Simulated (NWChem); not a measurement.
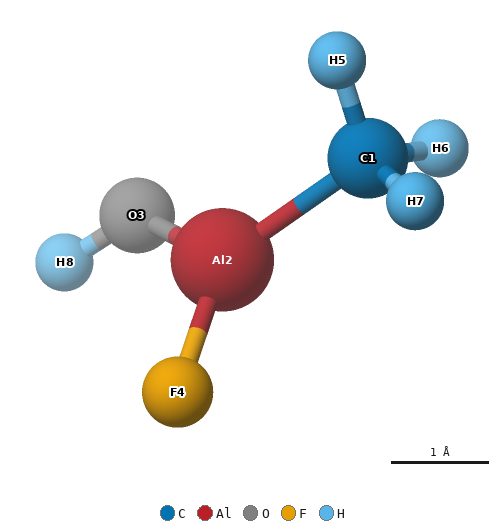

The input geometry (ball-and-stick view, seen at a tilt; atoms are numbered from 1 in the order of the input). Sticks mark near contacts. Bond lengths as drawn: Al–C 1.93 Å, Al–F 1.65 Å, Al–O 1.69 Å, C–H 1.09 Å and H–O 0.96 Å.

**CH4AlFO: single-point calculation**

CH4AlFO, computed with PBEOP/6-311G, RKS (NWChem 7.3.0).

The geometry comes from this level: PBE0-D4/def2-TZVP.

## The input
```python
from ase.io import read
from ase.calculators.nwchem import NWChem

atoms = read('struct.xyz')

calc = NWChem(
    label='struct',
    theory='dft',
    memory='2200 mb',
    basis='6-311G',
    basispar='spherical bse',
    dft={'xc': 'pbeop', 'mult': '1', 'grid': 'fine', 'print': 'low'},
    task='energy',
)
atoms.calc = calc

print(f"energy = {atoms.get_potential_energy():.6f} eV")
```

## File struct.xyz
```
8
CH4AlFO energy
C     -0.540500     1.137000    -0.105400
Al     0.133600    -0.668900    -0.198600
O      1.255200    -1.228300     0.933600
F     -0.366000    -1.708800    -1.383300
H      0.272900     1.859000    -0.220000
H     -0.998800     1.329500     0.868500
H     -1.283600     1.335300    -0.879800
H      1.619500    -2.111800     0.929100
```

## File struct.nwi
```
title "struct"

permanent_dir struct

scratch_dir struct

start struct

geometry units angstrom nocenter noautosym noautoz
  C  -5.4049999999999998e-01 1.1370000000000000e+00 -1.0539999999999999e-01
  Al 1.3360000000000000e-01 -6.6890000000000005e-01 -1.9860000000000000e-01
  O  1.2552000000000001e+00 -1.2282999999999999e+00 9.3359999999999999e-01
  F  -3.6599999999999999e-01 -1.7088000000000001e+00 -1.3833000000000000e+00
  H  2.7289999999999998e-01 1.8590000000000000e+00 -2.2000000000000000e-01
  H  -9.9880000000000002e-01 1.3294999999999999e+00 8.6850000000000005e-01
  H  -1.2836000000000001e+00 1.3352999999999999e+00 -8.7980000000000003e-01
  H  1.6194999999999999e+00 -2.1118000000000001e+00 9.2910000000000004e-01
end

memory 2200 mb

basis spherical bse noprint
   * library 6-311G
end

dft
  xc pbeop
  mult 1
  grid fine
  print low
end

task dft energy
```

Launched with:
```bash
export ASE_NWCHEM_COMMAND="nwchem PREFIX.nwi > PREFIX.nwo"
python run.py
```

## Output
```
energy = -12458.667762 eV
```

## Key numbers

| quantity | value |
| --- | --- |
| outcome | converged |
| total energy | −457.847599 hartree |
| hardware | 1 thread of AMD EPYC (Zen 5), 16 GiB of memory available, shared host |
| wall time | 5.7 s |
| peak memory | 0.12 GiB |
